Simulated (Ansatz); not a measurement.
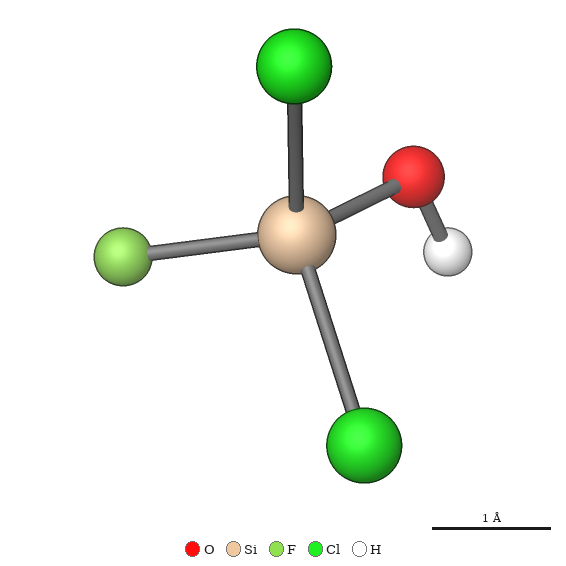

Ball-and-stick drawing of a structure. Every bond is drawn as one stick, whatever its order.

The geometry was computed by an optimisation with PBE0-D4/def2-TZVP.

Count the atoms of each element.

Cl2FHOSi, 6 atoms: 2 chlorine, 1 fluorine, 1 hydrogen, 1 oxygen and 1 silicon.

Give the symmetry (Schoenflies symbol).

C1.

How many bonds of each kind are drawn?

2 Cl–Si, 1 O–Si, 1 F–Si, 1 O–H.

How many sets of symmetry-equivalent atoms are there?

6: 1 O, 1 Si, 1 F, 1 Cl, 1 Cl, 1 H.

The parts below concern this one geometry. Atoms keep their numbers from picture to picture.

### Geometry

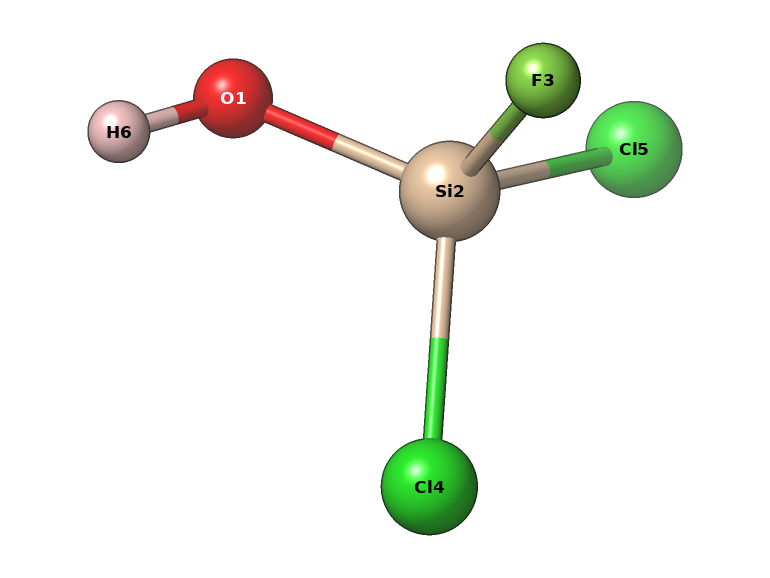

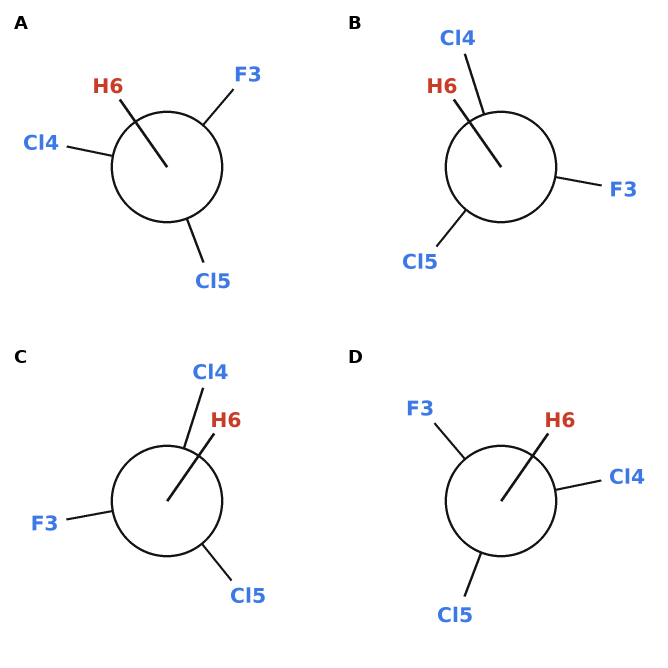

Atoms fade into the background with distance from the viewer. Bonds that would overlap in a projection are set slightly apart.

Which Newman projection shows the view along O1–Si2, with O1 in front?

D. The torsion angle H6–O1–Si2–Cl4 is 43°, synclinal (gauche).

### Charges

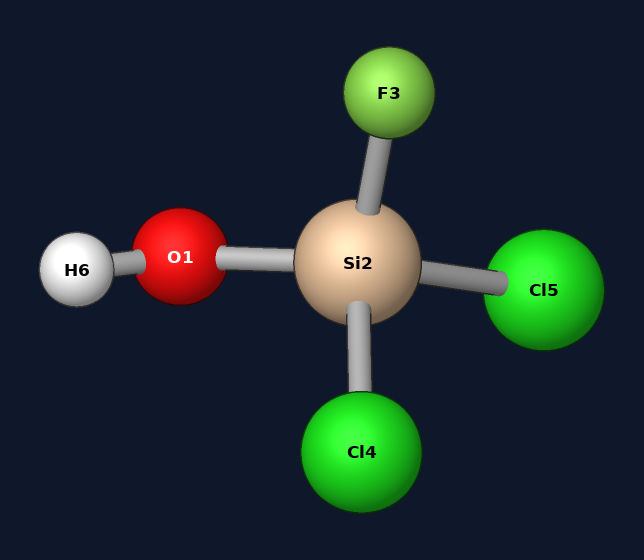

The questions are on Mulliken charges. Level of theory: RKS PBE-D4/def2-TZVPP (Ansatz 0.2.0).

Which atom carries the highest charge (most positive or least negative)?

Si2 (0.69 e).

And the lowest?

O1 (−0.31 e).

Give the Mulliken charges atom by atom.

```tsv
atom	value (e)
O1	−0.31
Si2	0.69
F3	−0.24
Cl4	−0.19
Cl5	−0.17
H6	0.20
```

### Dipole moment

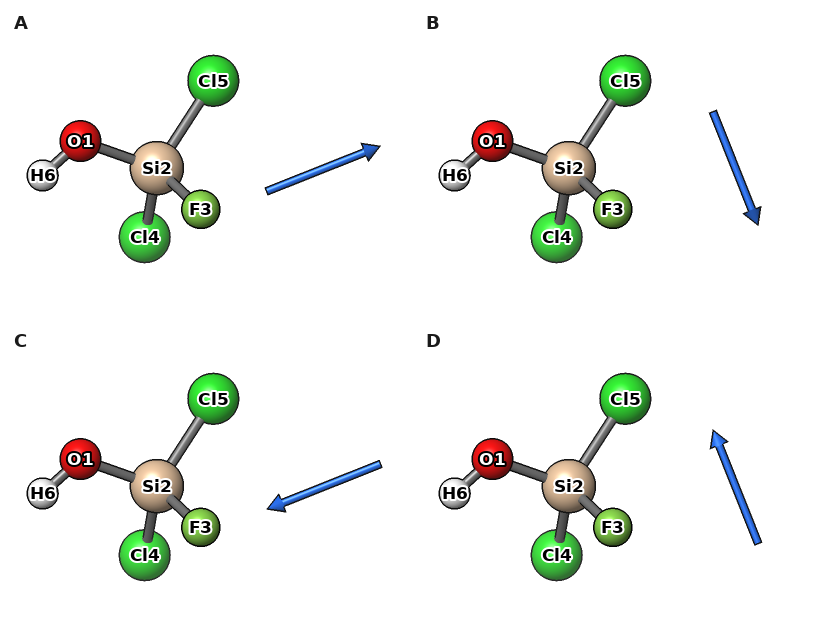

The same molecule four times, each with an arrow. Level of theory: RKS PBE0-D4/def2-TZVP (Ansatz 0.2.0).

Which arrow points along the dipole moment, from the negative to the positive end?

C. The dipole moment is 1.76 D; it points from the side of Cl5 to the side of H6 (the outermost atoms at the two ends).

### Levels of theory compared

Program: Ansatz 0.2.0.

Tabulate HOMO energy (eV) at these levels: B3LYP-D4/def2-TZVPP; PBE-D4/def2-TZVPP; PBE0-D4/def2-QZVPP; SPW92 (LDA)/def2-TZVPP; r2SCANh-D4/def2-TZVPP; ωB97M-V/def2-SVP.

```tsv
level	HOMO energy (eV)
B3LYP-D4/def2-TZVPP	−9.29
PBE-D4/def2-TZVPP	−8.12
PBE0-D4/def2-QZVPP	−9.62
SPW92 (LDA)/def2-TZVPP	−8.27
r2SCANh-D4/def2-TZVPP	−9.04
ωB97M-V/def2-SVP	−11.64
```

Mulliken values depend strongly on the basis set and can even reverse the polarity of a bond.
